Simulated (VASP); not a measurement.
Band structure of Sc (space group P6_3/mmc). Computed with PBE GGA, VASP's PBE PAW potentials (set 64) (plane waves; VASP 6.6.1).

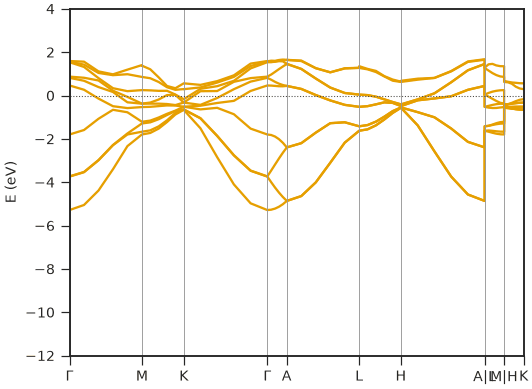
*Bands along high-symmetry lines, zero at the valence-band maximum or, without a gap, the Fermi level*

Q: Read the plot: is there a gap, and where are the band edges?

A: It has no gap at this level: it comes out as a metal or semimetal.

The structure was generated: Sc was put into an ordered model structure, which need not be its known phase. The cell was not relaxed at this level.
